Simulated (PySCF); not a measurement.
# Si4NH9: NMR shielding calculation

System: Si4NH9, SMILES N1[SiH2][SiH2][SiH2][SiH2]1.
Method: GIAO B97-D/pcSseg-1 NMR shielding, non-relativistic, gas phase (PySCF 2.14.0).

The geometry comes from this level: PBE0-D3(BJ)/def2-SVP. Figures and captions count atoms from 1; the log counts them from 0 in places.

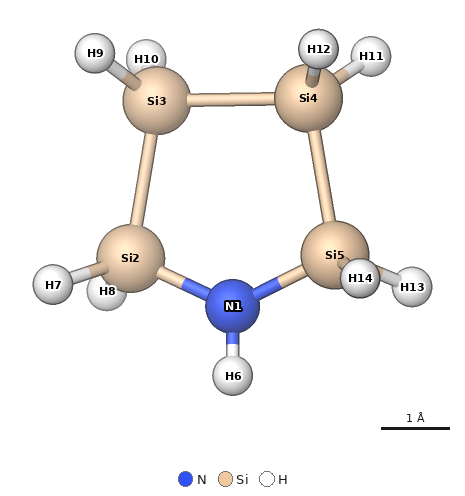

The input geometry (ball-and-stick view, seen at a tilt; atoms are numbered from 1 in the order of the input).

## Input
```
{"job": {"kind": "nmr", "xc": "B97-D", "basis": "pcSseg-1", "pop": false}, "charge": 0, "multiplicity": 1}
N      0.314214    -1.753703     0.417196
Si    -1.422835    -1.552998     0.337871
Si    -1.743192     0.762034     0.045798
Si     0.495371     1.483406    -0.013134
Si     1.601123    -0.574905     0.285153
H      0.626435    -2.714427     0.547785
H     -2.086097    -2.050130     1.587008
H     -2.013497    -2.335681    -0.796486
H     -2.492340     1.365384     1.191329
H     -2.469660     1.064654    -1.226044
H      0.849301     2.124037    -1.317436
H      0.805060     2.436483     1.097521
H      2.512011    -0.888575    -0.863556
H      2.458590    -0.561101     1.515012
```

The first line tells a small driver script what to run in PySCF; the rest is the geometry in Å.

Hardware: 1 CPU thread, shared host.

Launch command:
```bash
OMP_NUM_THREADS=1 python <driver script> task.json out
```

## What the program printed
```
coarse grid: 13144 points
cycle   1  E = -1217.9885762785  dE =  3.661e-02  |g| = 5.253e-01  |ddm| = 3.467e+00
cycle   2  E = -1217.7485654730  dE =  2.400e-01  |g| = 1.115e+00  |ddm| = 1.697e+00
cycle   3  E = -1218.0471697973  dE = -2.986e-01  |g| = 1.130e-01  |ddm| = 1.444e+00
cycle   4  E = -1218.0513984907  dE = -4.229e-03  |g| = 3.065e-02  |ddm| = 2.355e-01
cycle   5  E = -1218.0517201101  dE = -3.216e-04  |g| = 1.159e-02  |ddm| = 7.469e-02
cycle   6  E = -1218.0517687012  dE = -4.859e-05  |g| = 1.616e-03  |ddm| = 2.036e-02
cycle   7  E = -1218.0517694783  dE = -7.771e-07  |g| = 3.160e-04  |ddm| = 2.830e-03
final grid: 107048 points
cycle   8  E = -1218.0570358066  dE = -4.548e-05  |g| = 1.201e-02  |ddm| = 2.998e-02
cycle   9  E = -1218.0569678765  dE =  6.793e-05  |g| = 1.993e-02  |ddm| = 2.811e-02
cycle  10  E = -1218.0570542085  dE = -8.633e-05  |g| = 3.939e-03  |ddm| = 2.235e-02
cycle  11  E = -1218.0570574194  dE = -3.211e-06  |g| = 4.932e-04  |ddm| = 3.905e-03
cycle  12  E = -1218.0570575109  dE = -9.144e-08  |g| = 4.017e-05  |ddm| = 7.827e-04
cycle  13  E = -1218.0570575112  dE = -2.888e-10  |g| = 1.177e-05  |ddm| = 6.854e-05
```

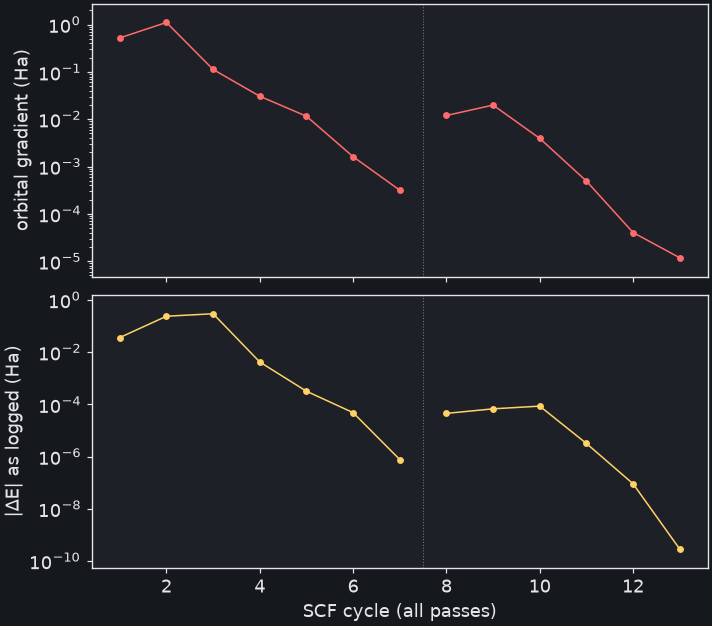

Convergence of the self-consistent field: orbital gradient and size of the energy change against the SCF cycle. The dotted line marks the change from a coarse to the final integration grid. The first 7 cycles use a coarse grid, the final grid takes over at cycle 8, and the field converges after 13 cycles in all.

```
converged SCF energy = -1218.0570575112

GIAO shielding tensors (ppm)
atom      isotropic    diamagn.    paramagn.     s11        s22        s33       span
  0 N      253.366     323.071     -69.705    201.997    244.907    313.195    111.198
  1 Si     385.158     879.942    -494.784    323.080    363.026    469.369    146.289
  2 Si     461.609     882.470    -420.861    454.026    460.717    470.084     16.059
  3 Si     461.508     882.605    -421.097    453.936    460.427    470.162     16.226
  4 Si     385.197     880.278    -495.082    323.218    363.072    469.300    146.082
  5 H       31.968      29.320       2.649     21.501     29.883     44.522     23.021
  6 H       26.380      28.184      -1.804     22.511     24.389     32.241      9.730
  7 H       26.386      28.431      -2.045     22.498     24.388     32.273      9.776
  8 H       28.004      29.566      -1.562     24.674     25.129     34.210      9.536
  9 H       28.009      29.670      -1.661     24.685     25.128     34.215      9.529
 10 H       28.007      29.854      -1.847     24.680     25.133     34.208      9.528
 11 H       28.005      29.742      -1.737     24.678     25.124     34.212      9.535
 12 H       26.385      28.946      -2.561     22.507     24.389     32.259      9.753
 13 H       26.382      28.741      -2.359     22.503     24.386     32.256      9.753
```

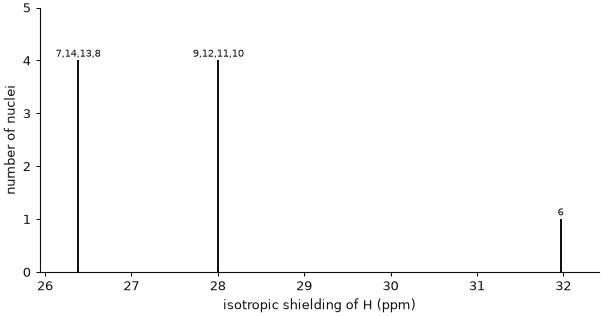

Isotropic shieldings of the hydrogen nuclei in this fixed geometry, labelled by atom number; shielding grows to the right, so chemical shift grows to the left. The least shielded is H7 (26.4 ppm), the most shielded H6 (32.0 ppm).

## Summary

| quantity | value |
| --- | --- |
| outcome | converged |
| total energy | −1218.057058 hartree |
| HOMO | −6.11 eV |
| LUMO | −1.25 eV |
| dipole moment | 0.66 D |
| isotropic shielding, N | 253.4 ppm |
| isotropic shielding, Si | 385.2 to 461.6 ppm |
| isotropic shielding, H | 26.4 to 32.0 ppm |
| wall time | 22 s |
| peak memory | 0.82 GiB |
